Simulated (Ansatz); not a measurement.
## Run report: Si4H11ClO4, geometry relaxation (part 3 of 3)

Continued. System: Si4H11ClO4. Method: RKS PBE0-D4/def2-TZVP (Ansatz 0.2.0). The geometry is a transition state displaced along its imaginary mode. The reaction was set up to form Si1–O10 and O2–H9 and to break Si1–O2 and H9–O10 (atoms counted from 1 in the order of the input); sticks are drawn by distance alone.

Geometry of the input (Å):
```
Si 0.4787  -0.6433  0.2223
O  0.6540  1.0442  -0.2860
Si -0.2712  1.9338  -1.2967
O  0.3191  -0.3064  1.7969
Si 0.1391  1.1108  2.6192
O  -0.7453  -0.9344  -0.7859
Si -1.6714  -2.1888  -1.3044
Cl 1.0003  -2.7203  0.5941
H  2.1521  0.3792  -0.4966
O  2.2122  -0.4803  -0.5004
H  -0.2497  1.3960  -2.6883
H  0.2790  3.3178  -1.3335
H  -1.6637  1.9623  -0.7929
H  -0.9393  1.9482  2.0441
H  1.4171  1.8673  2.6204
H  -0.2103  0.7315  4.0086
H  -2.7341  -1.5569  -2.1182
H  -0.8695  -3.1111  -2.1411
H  -2.2635  -2.9042  -0.1520
H  2.9662  -0.8453  -0.0094
```

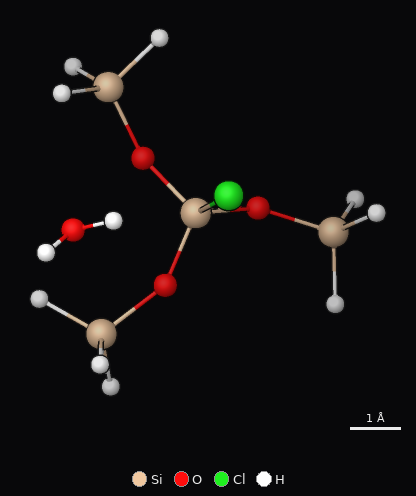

**Figure 1.** The geometry at step 82 of the log (ball-and-stick view, seen at a tilt).

### Trajectory as extended XYZ, continued
```
20
Properties=species:S:1:pos:R:3:forces:R:3 step=15 energy=-52388.45772
Si    0.4232   -0.5574   -0.1501   -0.4525  -0.2445  -0.1947
O     0.7836    0.8384   -0.9021   -0.1907   0.0258   0.1277
Si   -0.2785    1.8329   -1.6978    0.0829   0.0373  -0.0537
O     0.2802   -0.4374    1.4658    0.2082   0.1085  -0.0981
Si    0.1145    0.8234    2.5044    0.0360   0.0272   0.0124
O    -1.1049   -0.8447   -0.6858    0.2212   0.0342   0.0625
Si   -2.0694   -2.1116   -1.0590   -0.1870  -0.1543  -0.1264
Cl    1.4159   -2.2647   -0.7205   -0.0642   0.1390   0.0764
H     2.9490    0.8227    0.7538    0.0091  -0.0482  -0.0302
O     2.8476   -0.0526    0.3662    0.1995   0.1690   0.1333
H    -0.5443    1.3068   -3.0620   -0.0140   0.0298   0.0499
H     0.3844    3.1604   -1.7863   -0.0038  -0.0530  -0.0248
H    -1.5549    1.9817   -0.9480    0.0826  -0.0015  -0.0369
H    -0.9717    1.7349    2.0581    0.0249  -0.0264   0.0079
H     1.3861    1.6061    2.5696   -0.0563  -0.0574  -0.0079
H    -0.1917    0.2877    3.8522    0.0106  -0.0243  -0.0370
H    -3.4058   -1.5522   -1.4236    0.1483  -0.0855   0.0686
H    -1.5196   -2.8718   -2.2207   -0.0686   0.0752   0.1162
H    -2.2005   -3.0318    0.1088   -0.0149   0.0725  -0.0923
H     3.2563   -0.6706    0.9769    0.0286  -0.0233   0.0470
20
Properties=species:S:1:pos:R:3:forces:R:3 step=28 energy=-52388.71223 accepted=F
Si    0.0604   -0.5371   -0.1758   -0.0554   0.0413   0.0112
O     0.3180    0.8830   -0.8736   -0.0335  -0.0151   0.0198
Si   -0.2097    1.9848   -1.9682    0.0209   0.0074  -0.0253
O     0.1785   -0.4204    1.4248    0.0128  -0.0115  -0.0411
Si    0.1567    0.6721    2.6491   -0.0086   0.0117   0.0411
O    -1.4007   -1.0804   -0.5890    0.0457   0.0010   0.0016
Si   -2.3176   -2.3749   -1.0104   -0.0126  -0.0223  -0.0002
Cl    1.4516   -1.8967   -0.8061    0.0202  -0.0101  -0.0027
H     3.5931    0.8348    1.4753   -0.2356  -0.2152  -0.7791
O     3.3212    0.6263    0.5606    0.2185  -0.4922   0.7485
H    -0.4173    1.3335   -3.2865   -0.0048  -0.0048   0.0050
H     0.8195    3.0429   -2.0859   -0.0072  -0.0011   0.0082
H    -1.4926    2.5725   -1.5034    0.0140  -0.0030  -0.0033
H    -0.7483    1.8006    2.3112    0.0241  -0.0017   0.0068
H     1.5230    1.1902    2.9085   -0.0108  -0.0105  -0.0036
H    -0.3379   -0.0277    3.8597   -0.0036   0.0135  -0.0105
H    -3.6801   -1.8743   -1.3107    0.0070  -0.0005   0.0008
H    -1.7448   -3.0351   -2.2095    0.0018   0.0046   0.0003
H    -2.3741   -3.3458    0.1109    0.0016   0.0030   0.0032
H     3.3011   -0.3481    0.5192    0.0054   0.7056   0.0194
20
Properties=species:S:1:pos:R:3:forces:R:3 step=41 energy=-52388.78090
Si   -0.0268   -0.4931   -0.1448   -0.0125   0.0093   0.0047
O     0.1679    0.9449   -0.8214   -0.0176  -0.0074   0.0044
Si   -0.2103    2.0171   -2.0032    0.0067   0.0046  -0.0044
O     0.0648   -0.3927    1.4531   -0.0118   0.0004  -0.0060
Si    0.2494    0.6442    2.7157    0.0273   0.0273   0.0187
O    -1.4342   -1.1312   -0.5914    0.0048   0.0006  -0.0011
Si   -2.2820   -2.4763   -1.0013    0.0007  -0.0015   0.0026
Cl    1.4639   -1.7497   -0.7936    0.0150   0.0010  -0.0032
H     3.5455    0.5214    1.4881   -0.0060   0.0174  -0.0174
O     3.1242    0.8343    0.6838   -0.0006  -0.0334   0.0240
H    -0.3548    1.3089   -3.3006    0.0001  -0.0012   0.0008
H     0.8801    3.0148   -2.0883    0.0009  -0.0021  -0.0007
H    -1.4892    2.6892   -1.6632    0.0015   0.0000  -0.0027
H    -0.1079    2.0260    2.3054    0.0260  -0.0374   0.0108
H     1.6450    0.6024    3.2177   -0.0343  -0.0189  -0.0056
H    -0.6632    0.1850    3.7933    0.0049   0.0190  -0.0217
H    -3.6579   -2.0451   -1.3433    0.0007  -0.0031   0.0004
H    -1.6500   -3.1321   -2.1725    0.0004  -0.0019   0.0003
H    -2.3171   -3.4219    0.1418   -0.0002  -0.0006   0.0014
H     3.0524    0.0539    0.1248   -0.0061   0.0279  -0.0054
20
Properties=species:S:1:pos:R:3:forces:R:3 step=55 energy=-52388.82162
Si   -0.1359   -0.4035   -0.1888    0.0181  -0.0338  -0.0008
O    -0.0310    1.0595   -0.8316   -0.0091   0.0302  -0.0080
Si   -0.2489    2.0652   -2.1091    0.0048  -0.0157   0.0183
O    -0.0675   -0.3374    1.4070    0.0244   0.0392   0.0397
Si    0.3910    0.5294    2.7329   -0.0297  -0.0323  -0.0525
O    -1.4910   -1.1263   -0.6641   -0.0111  -0.0119  -0.0119
Si   -2.2621   -2.5445   -0.9670    0.0117   0.0120   0.0088
Cl    1.4403   -1.5419   -0.8795   -0.0163   0.0220   0.0092
H     3.5844    0.6958    1.5244    0.0119   0.0043   0.0245
O     2.8719    0.8922    0.9125   -0.0041  -0.0097  -0.0331
H    -0.3753    1.2758   -3.3609    0.0010   0.0003  -0.0003
H     0.9203    2.9701   -2.1984    0.0026  -0.0014  -0.0015
H    -1.4859    2.8551   -1.8933    0.0034   0.0001  -0.0036
H     0.5837    1.9592    2.4026    0.0025  -0.0090   0.0067
H     1.6113   -0.0632    3.3271    0.0117  -0.0002   0.0101
H    -0.7179    0.3953    3.7130    0.0005   0.0030  -0.0026
H    -3.6467   -2.2175   -1.3802   -0.0034  -0.0002  -0.0021
H    -1.5654   -3.2709   -2.0573   -0.0019  -0.0026   0.0015
H    -2.2841   -3.3833    0.2572    0.0009   0.0005  -0.0014
H     2.9085    0.1910    0.2536   -0.0181   0.0054  -0.0011
20
Properties=species:S:1:pos:R:3:forces:R:3 step=69 energy=-52388.83401
Si   -0.2397   -0.3475   -0.2467    0.0449   0.0142   0.0494
O    -0.2793    1.1492   -0.8172   -0.0160   0.0114  -0.0421
Si   -0.0680    2.1070   -2.1362    0.0077  -0.0078   0.0358
O    -0.1174   -0.3615    1.3472    0.0025  -0.0053  -0.0345
Si    0.4038    0.3340    2.7431   -0.0031  -0.0007  -0.0024
O    -1.5520   -1.1491   -0.7081   -0.0254   0.0080  -0.0158
Si   -2.3143   -2.5965   -0.8267   -0.0118  -0.0238  -0.0006
Cl    1.3855   -1.3285   -1.0606   -0.0036   0.0017   0.0130
H     3.4321    1.1166    1.3462    0.0056   0.0117   0.0115
O     2.6558    1.0824    0.7831    0.0123  -0.0351  -0.0284
H    -0.1008    1.2812   -3.3704    0.0017   0.0006  -0.0012
H     1.2344    2.8067   -2.0358   -0.0024  -0.0052   0.0033
H    -1.1745    3.0930   -2.1663    0.0033   0.0033   0.0029
H     0.5268    1.8025    2.6110   -0.0043   0.0056  -0.0033
H     1.6847   -0.2757    3.1724    0.0043  -0.0029  -0.0010
H    -0.6295    0.0198    3.7634    0.0010   0.0008   0.0037
H    -3.6774   -2.3429   -1.3494   -0.0014  -0.0011  -0.0012
H    -1.5703   -3.4793   -1.7590   -0.0002  -0.0021   0.0007
H    -2.3962   -3.2390    0.5088   -0.0002  -0.0011   0.0017
H     2.7961    0.3275    0.2011   -0.0150   0.0277   0.0085
20
Properties=species:S:1:pos:R:3:forces:R:3 step=82 energy=-52388.84323
Si   -0.3117   -0.3981   -0.2875    0.0086   0.0132   0.0151
O    -0.4062    1.0841   -0.8847    0.0007   0.0122  -0.0269
Si    0.0632    2.1804   -2.0148   -0.0016  -0.0178   0.0167
O    -0.1555   -0.3895    1.3048    0.0110   0.0055   0.0080
Si    0.3838    0.3527    2.6694   -0.0220  -0.0036  -0.0136
O    -1.6185   -1.2342   -0.7038    0.0028  -0.0073  -0.0108
Si   -2.3408   -2.7067   -0.7610    0.0005   0.0071   0.0005
Cl    1.3193   -1.3586   -1.1136   -0.0050  -0.0008  -0.0038
H     3.3366    1.2631    1.1654   -0.0106   0.0013  -0.0071
O     2.5570    1.1129    0.6259    0.0210  -0.0148   0.0039
H     0.0541    1.5476   -3.3592   -0.0071   0.0022   0.0091
H     1.4231    2.6811   -1.7097   -0.0022   0.0002   0.0000
H    -0.9133    3.2956   -1.9812    0.0046  -0.0046  -0.0004
H     0.4571    1.8215    2.4982    0.0054  -0.0023  -0.0011
H     1.6940   -0.2080    3.0765    0.0058   0.0017  -0.0018
H    -0.6100    0.0366    3.7276    0.0009  -0.0017   0.0009
H    -3.6774   -2.5255   -1.3750    0.0044  -0.0044   0.0030
H    -1.5250   -3.6339   -1.5848   -0.0064   0.0000   0.0046
H    -2.4837   -3.2546    0.6114   -0.0017  -0.0011  -0.0053
H     2.7539    0.3333    0.0960   -0.0091   0.0149   0.0089
20
Properties=species:S:1:pos:R:3:forces:R:3 step=95 energy=-52388.85341
Si   -0.2645   -0.4321   -0.3428   -0.0064  -0.0153   0.0205
O    -0.3878    1.0606   -0.9083   -0.0076   0.0138  -0.0402
Si    0.0989    2.1828   -2.0051    0.0103   0.0693  -0.0294
O    -0.1510   -0.4556    1.2546    0.0033   0.0099  -0.0195
Si    0.3157    0.3233    2.6263   -0.0047  -0.0056   0.0135
O    -1.5308   -1.3004   -0.8156    0.0131   0.0058   0.0045
Si   -2.3161   -2.7387   -0.7224    0.0062  -0.0046   0.0092
Cl    1.4191   -1.3135   -1.1469    0.0024  -0.0042   0.0029
H     3.2682    1.3291    1.2364   -0.0446  -0.0091  -0.0410
O     2.5130    1.2118    0.6541    0.0265   0.0435   0.0658
H    -0.4165    1.8085   -3.3530    0.0309   0.0324   0.0932
H     1.5833    2.2613   -2.0443   -0.1005  -0.0083  -0.0070
H    -0.4792    3.4910   -1.5928    0.0578  -0.1085  -0.0322
H     0.3297    1.7920    2.4425   -0.0028  -0.0015   0.0009
H     1.6390   -0.1756    3.0716    0.0003   0.0057  -0.0018
H    -0.6897   -0.0286    3.6622    0.0006  -0.0037  -0.0046
H    -3.6340   -2.5742   -1.3799    0.0040   0.0001   0.0007
H    -1.5296   -3.7863   -1.4219   -0.0058   0.0131   0.0081
H    -2.5040   -3.1240    0.6996    0.0018   0.0031  -0.0158
H     2.7361    0.4686    0.0857    0.0153  -0.0358  -0.0279
20
Properties=species:S:1:pos:R:3:forces:R:3 step=109 energy=-52388.89574 accepted=F
Si   -0.2850   -0.5074   -0.3750    0.0765  -0.0068   0.0436
O    -0.4035    0.9342   -1.0571    0.0352   0.1211  -0.1374
Si    0.3133    2.1682   -1.8795   -0.0792  -0.0588   0.0577
O    -0.2653   -0.4330    1.2276   -0.0329   0.0072  -0.0271
Si    0.2378    0.3278    2.5921    0.0522  -0.0411   0.0063
O    -1.5161   -1.4197   -0.8548   -0.0227   0.0113  -0.0011
Si   -2.3158   -2.8420   -0.6959    0.0080  -0.0028   0.0054
Cl    1.4480   -1.4298   -1.0098   -0.0224  -0.0125  -0.0083
H     2.8845    1.9037    0.8530   -0.4307  -0.3825  -0.2670
O     2.2371    1.3044    0.4440    0.6360   0.1557   0.1421
H    -0.5963    2.5255   -3.0072    0.0771  -0.0240   0.1038
H     1.6241    1.7392   -2.4321   -0.0532   0.0356   0.0177
H     0.4682    3.3478   -0.9874    0.0011  -0.0885  -0.0624
H     0.1628    1.8010    2.4517   -0.0078   0.0083  -0.0047
H     1.6155   -0.0943    2.9449   -0.0142   0.0067   0.0051
H    -0.6818   -0.1086    3.6736   -0.0087   0.0139  -0.0053
H    -3.6134   -2.7113   -1.3998    0.0001  -0.0016  -0.0013
H    -1.5186   -3.9355   -1.3057   -0.0022  -0.0006  -0.0008
H    -2.5478   -3.1397    0.7400   -0.0022  -0.0003  -0.0001
H     2.7521    0.5696    0.0774   -0.2099   0.2599   0.1340
20
Properties=species:S:1:pos:R:3:forces:R:3 step=123 energy=-52388.91085
Si   -0.3003   -0.5288   -0.4170   -0.0120   0.0027   0.0280
O    -0.3576    0.8267   -1.2636    0.0154   0.0007  -0.0056
Si    0.3350    2.2029   -1.8267   -0.0047   0.0058   0.0088
O    -0.3591   -0.2858    1.1670    0.0045  -0.0082  -0.0298
Si    0.2338    0.3773    2.5453    0.0081   0.0079   0.0064
O    -1.5373   -1.4527   -0.8605   -0.0039  -0.0038  -0.0016
Si   -2.3082   -2.8877   -0.6733    0.0032   0.0068   0.0013
Cl    1.4301   -1.5550   -0.8708   -0.0035   0.0029  -0.0008
H     2.8549    1.9218    0.7014   -0.0080   0.0069   0.0022
O     2.2221    1.2634    0.4064    0.0282  -0.0155  -0.0125
H    -0.5622    2.7136   -2.8941    0.0024  -0.0012   0.0016
H     1.6683    1.9240   -2.4138   -0.0060   0.0017   0.0060
H     0.4335    3.2231   -0.7552    0.0012  -0.0096  -0.0121
H     0.2886    1.8556    2.4508   -0.0024  -0.0045   0.0004
H     1.5698   -0.1796    2.8670   -0.0054  -0.0007   0.0030
H    -0.7146    0.0006    3.6244    0.0006  -0.0018  -0.0004
H    -3.5984   -2.8046   -1.3975    0.0006   0.0001  -0.0013
H    -1.4803   -3.9809   -1.2414   -0.0004  -0.0003   0.0013
H    -2.5552   -3.1508    0.7670    0.0014  -0.0004  -0.0009
H     2.7371    0.5168    0.0845   -0.0192   0.0105   0.0061
20
Properties=species:S:1:pos:R:3:forces:R:3 step=136 energy=-52388.91107
Si   -0.2894   -0.5389   -0.4327    0.0016   0.0022  -0.0003
O    -0.3281    0.8024   -1.3022   -0.0001  -0.0016   0.0012
Si    0.3278    2.2164   -1.8111    0.0002  -0.0004  -0.0014
O    -0.3585   -0.2722    1.1463   -0.0029  -0.0016  -0.0010
Si    0.2325    0.3775    2.5316    0.0011  -0.0012   0.0012
O    -1.5289   -1.4605   -0.8743    0.0007  -0.0007   0.0002
Si   -2.3107   -2.8860   -0.6615   -0.0004  -0.0010   0.0001
Cl    1.4381   -1.5824   -0.8562   -0.0009   0.0000  -0.0002
H     2.8699    1.9129    0.6747    0.0007  -0.0016  -0.0006
O     2.2333    1.2536    0.3902   -0.0020   0.0017   0.0010
H    -0.5784    2.7391   -2.8649    0.0000   0.0002   0.0001
H     1.6703    1.9954   -2.4004   -0.0002   0.0003   0.0001
H     0.3947    3.2008   -0.7052    0.0002   0.0006   0.0003
H     0.2982    1.8556    2.4454    0.0003   0.0004  -0.0003
H     1.5621   -0.1918    2.8571    0.0004   0.0006   0.0000
H    -0.7239    0.0012    3.6037    0.0002   0.0004  -0.0002
H    -3.5726   -2.8281   -1.4364    0.0006   0.0000   0.0002
H    -1.4662   -4.0025   -1.1552   -0.0003   0.0009   0.0003
H    -2.6118   -3.0931    0.7777   -0.0001   0.0005  -0.0008
H     2.7415    0.5006    0.0737    0.0010   0.0003   0.0001
```

### Results in brief

```tsv
quantity	value
outcome	converged
total energy	−52388.9111 eV
mean-field energy	−52388.3144 eV
dispersion energy	−0.5967 eV
SCF solution under orbital rotations	stable
largest force (length of the vector) at the end	0.003 eV/Å
dipole moment	2.39 D
hardware	4 CPU threads, shared host
wall time	7.4 min (CPU time 7.3 min)
peak memory	1.1 GiB
```
